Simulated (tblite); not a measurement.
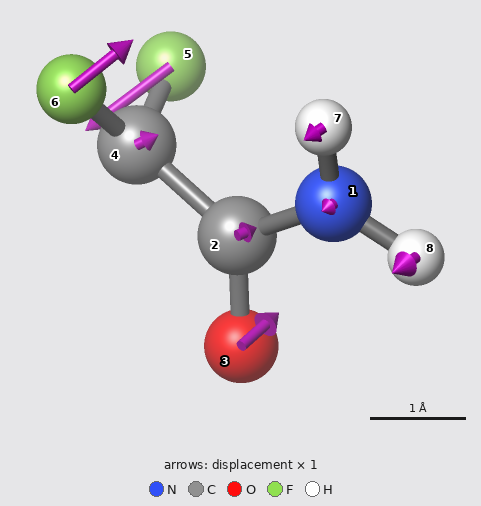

This is a relaxation of C2H2F2NO (multiplicity 2). The starting structure is drawn; purple arrows show the displacements, at their true length. The two geometries are superimposed by the best rigid fit.

A ball-and-stick model, seen from a free direction.

Level of theory: tblite, GFN2-xTB geometry optimisation, gas phase. 

Q: Which element moves most?

A: Fluorine: up to 1.14 Å, against 0.68 Å for oxygen.

Q: What did the optimiser do to the structure, and how much energy did it gain?

A: Over 51 geometry steps the energy falls by 100.8 kJ/mol. F5 moves most after the best rigid fit: 1.14 Å. Largest moves by element: F 1.14 Å, O 0.68 Å, H 0.42 Å, C 0.27 Å, N 0.19 Å. Among the contacts that change: C4–F5 1.382 → 1.313 Å, N1–H7 1.060 → 1.004 Å, N1–C2 1.419 → 1.365 Å, C2–C4 1.486 → 1.439 Å. Among the angles between lasting bonds that change: C2–C4–F5 114.5° → 124.4°, N1–C2–C4 123.0° → 114.0°, C2–C4–F6 115.4° → 124.0°.
